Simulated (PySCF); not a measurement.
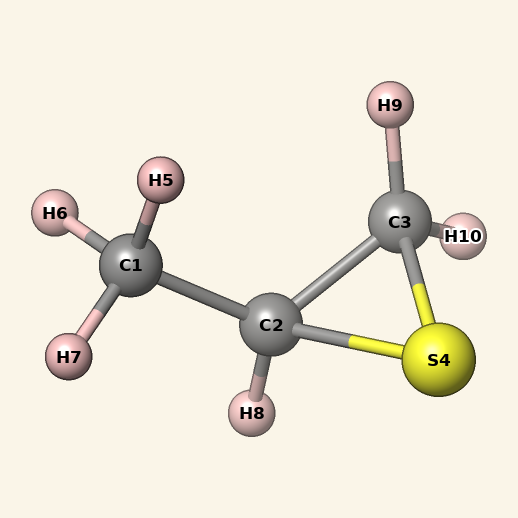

Distant atoms are faded towards the background colour. The computed structure is the end point of a PBE0-D3(BJ)/def2-TZVP optimisation. No frequency run is at hand to confirm it as a minimum.

Q: Which atoms or bonds are stereogenic?

A: Centres: C2.

Q: What are the Cahn–Ingold–Prelog descriptors?

A: C2: S (priorities S4 > C3 > C1 > H8).

Q: Give a SMILES with the stereochemistry.

A: C[C@H]1CS1
